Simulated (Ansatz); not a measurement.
# CHBCl (charge -1): two geometries relaxed

Aim: relax the geometries before and after the shift of H4 from C1 to B2, and see whether they are two minima and how far apart in energy. SMILES of the start: [CH-]=BCl.

Program: Ansatz 0.2.0. Level of theory: RKS LDA/def2-SVP. These are calculated values, not measurements.

## Step 1: Starting point

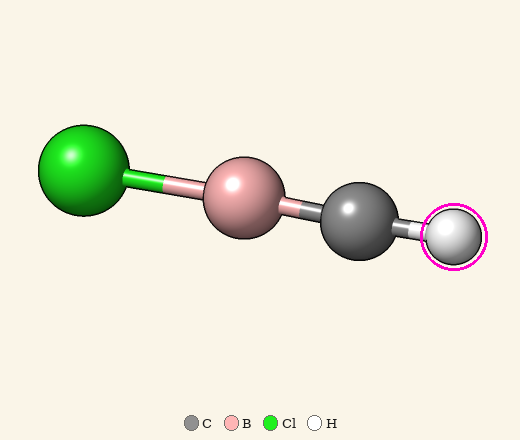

Start, viewed from a chosen angle; carbon grey, boron pink, chlorine green, hydrogen white. Ringed: H4.

As a file:

```xyz
4

C    -0.4725    0.5462   -0.4288
B     0.2589   -0.3028    0.2428
Cl    1.3033   -1.4967    1.1243
H    -1.0897    1.2532   -0.9383
```

## Step 2: Relaxing end A

Input file input.yaml:

```yaml
crystal:
  periodic: [false, false, false]
  atoms:
    - { symbol: C, position_ang: [-0.47248, 0.54621, -0.42884] }
    - { symbol: B, position_ang: [0.25891, -0.30275, 0.24279] }
    - { symbol: Cl, position_ang: [1.30327, -1.49666, 1.1243] }
    - { symbol: H, position_ang: [-1.08971, 1.25321, -0.93825] }
total_charge: -1
basis:
  gaussian: { orbitals: def2-SVP }
hamiltonian:
  xc: lda
relax:
  f_tol: 0.02
  max_steps: 50
```

Run with:

```
$ ansatz run input.yaml --threads 1 --pin off --max-ram 2048MiB --backend cpu --events-out ev --progress --plain --runs-dir out
```

The program printed, cut to the lines that bear on the results:

```text
Warning: RAYON_NUM_THREADS=1 ignored (pool sized by the plan → 1); use --threads N
[...]
Functional definition: SPW92
[...]
565 factors; their error is unknown
[...]
mean field -14187.98213035 eV, -521.3987263306 hartree, gradient 4.5e-5 eV, S^2 0.000000; 0 other end points of the search recorded, 0 dependent functions left out
[...]
reference -14187.98215383 eV, -521.3987271936 hartree; 15, 15 occupied and 36, 36 virtual orbitals, 565 factors
relax step   1: F+E_penalty+E_count = -14187.98213035 eV  Δ(F+E_penalty+E_count) = +0.000e0 eV  max|allowed force component| = 1.626e0 eV/Å  Δτ_max = 0.0000 Å  (24 SCF iters, accepted)
[...]
relax step   4: F+E_penalty+E_count = -14188.03172147 eV  Δ(F+E_penalty+E_count) = -8.851e-5 eV  max|allowed force component| = 3.459e-2 eV/Å  Δτ_max = 0.0011 Å  (18 SCF iters, accepted)
[...]
relax step   5: F+E_penalty+E_count = -14188.03217684 eV  Δ(F+E_penalty+E_count) = -4.554e-4 eV  max|allowed force component| = 1.721e-3 eV/Å  Δτ_max = 0.0127 Å  (23 SCF iters, accepted)
565 factors; their error is unknown
mean field -14188.03217684 eV, -521.4005655052 hartree, gradient 5.0e-5 eV, S^2 0.000000; 1 other end points of the search recorded, 0 dependent functions left out
[...]
reference -14188.03220040 eV, -521.4005663710 hartree; 15, 15 occupied and 36, 36 virtual orbitals, 565 factors
Total energy: -14188.03220040 eV, -521.4005663710 hartree
Atom 0 at    -0.475548     0.547050    -0.412888 Å, force    -0.001721     0.001560     0.000160 eV/Å
Atom 1 at     0.282533    -0.324993     0.245173 Å, force     0.000562    -0.000379    -0.000446 eV/Å
Atom 2 at     1.290610    -1.484261     1.118980 Å, force     0.000295    -0.000385     0.000365 eV/Å
Atom 3 at    -1.097605     1.262215    -0.951265 Å, force     0.000864    -0.000796    -0.000079 eV/Å
Dipole moment:     0.547488    -0.629691     0.474916 e Å
```

Run time: 6.8 s. Hardware: 1 thread of Intel Xeon at 2.50GHz (Skylake/Cascade Lake), shared host; peak memory 0.13 GiB.

Step by step:

```
step  energy from step 1 (eV)  largest force component (eV/Å)
   1                   0.0000                          1.6258
   2                  -0.0416                          0.4885
   3                  -0.0495                          0.0422
   4                  -0.0496                          0.0346
   5                  -0.0500                          0.0017
```

Step 1 is the start.

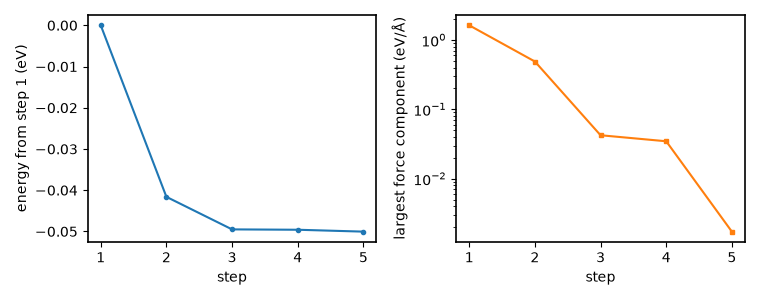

Energy and largest force along the relaxation.

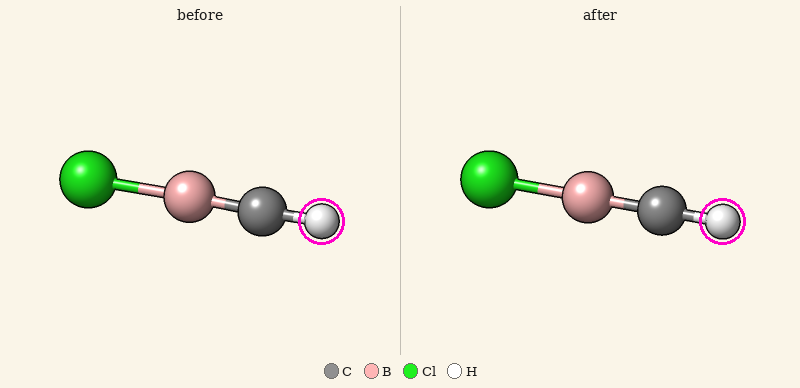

Before and after, at one scale.

After: Bond lengths: C1–B2 1.330 Å, B2–Cl3 1.767 Å, C1–H4 1.090 Å. Angles: C1–B2–Cl3 180.0°, B2–C1–H4 179.9°.

## Step 3: Relaxing end B

The second end starts from a geometry with the move made by hand.

Edit input.yaml of step 2 so:

```diff
@@ -6,3 +6,3 @@
     - { symbol: Cl, position_ang: [1.30327, -1.49666, 1.1243] }
-    - { symbol: H, position_ang: [-1.08971, 1.25321, -0.93825] }
+    - { symbol: H, position_ang: [-0.52858, 0.2928, 0.87055] }
 total_charge: -1
@@ -15 +15,3 @@
   max_steps: 50
+output:
+  orbitals: {}
```

Run with:

```
$ ansatz run input.yaml --threads 1 --pin off --max-ram 2048MiB --backend cpu --events-out ev --progress --plain --runs-dir out
```

The program printed, cut to the lines that bear on the results:

```text
Warning: RAYON_NUM_THREADS=1 ignored (pool sized by the plan → 1); use --threads N
[...]
[... 1 set-up line as earlier in the session ...]
[...]
565 factors; their error is unknown
[...]
mean field -14186.22568646 eV, -521.3341782082 hartree, gradient 7.1e-5 eV, S^2 0.000000; 0 other end points of the search recorded, 0 dependent functions left out
[...]
reference -14186.22570929 eV, -521.3341790474 hartree; 15, 15 occupied and 36, 36 virtual orbitals, 565 factors
relax step   1: F+E_penalty+E_count = -14186.22568646 eV  Δ(F+E_penalty+E_count) = +0.000e0 eV  max|allowed force component| = 5.414e0 eV/Å  Δτ_max = 0.0000 Å  (25 SCF iters, accepted)
[...]
relax step   4: F+E_penalty+E_count = -14186.90258294 eV  Δ(F+E_penalty+E_count) = -6.332e-2 eV  max|allowed force component| = 1.226e0 eV/Å  Δτ_max = 0.1235 Å  (34 SCF iters, accepted)
[...]
relax step  14: F+E_penalty+E_count = -14188.03217936 eV  Δ(F+E_penalty+E_count) = -8.673e-5 eV  max|allowed force component| = 3.506e-3 eV/Å  Δτ_max = 0.0016 Å  (21 SCF iters, accepted)
565 factors; their error is unknown
mean field -14188.03217936 eV, -521.4005655979 hartree, gradient 1.5e-5 eV, S^2 0.000000; 1 other end points of the search recorded, 0 dependent functions left out
[...]
reference -14188.03220282 eV, -521.4005664601 hartree; 15, 15 occupied and 36, 36 virtual orbitals, 565 factors
Total energy: -14188.03220282 eV, -521.4005664601 hartree
Atom 0 at    -0.446415     0.341387     0.335448 Å, force     0.003001    -0.003506     0.002852 eV/Å
Atom 1 at     0.488823    -0.585490     0.521307 Å, force    -0.001465     0.001712    -0.001390 eV/Å
Atom 2 at     1.732185    -1.817357     0.766799 Å, force     0.000153    -0.000163     0.000077 eV/Å
Atom 3 at    -1.213473     1.101060     0.185246 Å, force    -0.001689     0.001958    -0.001538 eV/Å
Dipole moment:     0.675338    -0.669208     0.133818 e Å
```

Wall time 22 s (1 thread of Intel Xeon at 2.50GHz (Skylake/Cascade Lake), shared host); peak memory 0.13 GiB.

Relaxation path:

```
step  energy from step 1 (eV)  largest force component (eV/Å)
   1                   0.0000                          5.4136
   2                  -0.4204                          2.1724
   3                  -0.6136                          0.8204
   4                  -0.6769                          1.2255
   5                  -0.8063                          0.4536
   6                  -0.9646                          1.0358
   7                  -1.1227                          1.7599
   8                  -1.4502                          1.0085
   9                  -1.6689                          0.7861
  10                  -1.6701                          1.8144
  11                  -1.7944                          0.6624
  12                  -1.8064                          0.0714
 13x                  -1.8062                          0.1404
  14                  -1.8065                          0.0035
```

Step 1 is the start. 1 step was tried and not accepted (13; marked x where the table lists them).

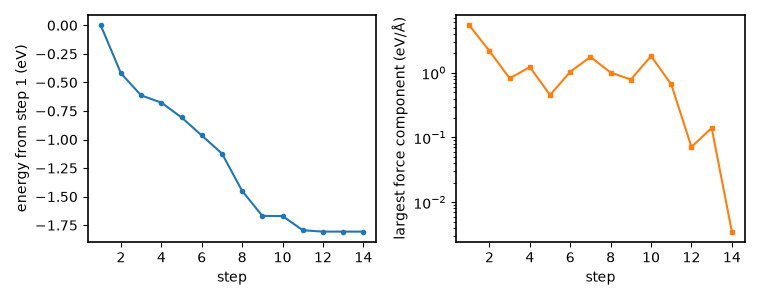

Energy and largest force along the relaxation.

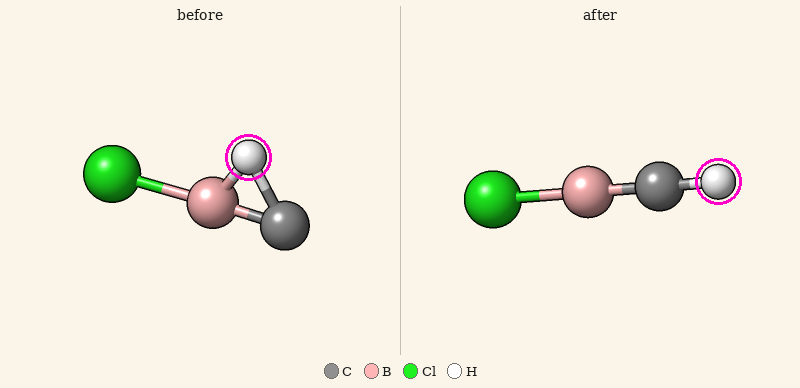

Before and after, at one scale.

After: Bond lengths: C1–B2 1.330 Å, B2–Cl3 1.767 Å, C1–H4 1.090 Å. Angles: C1–B2–Cl3 179.9°, B2–C1–H4 179.9°.

Pairs that crossed the distance rule for bonds on the way: came closer C1–H4; moved apart B2–H4.

## Step 4: What came out

| quantity | value |
| --- | --- |
| end A | 4 moves, 0.050 eV lower |
| end B | 12 moves, 1.806 eV lower |
| largest difference between the ends | 0.00 Å |
| end B relative to end A | -0.000 eV |

**Reading.** The two relaxations end at one structure, within 0.00 Å: no second minimum was found from this start, which doesn't rule one out.
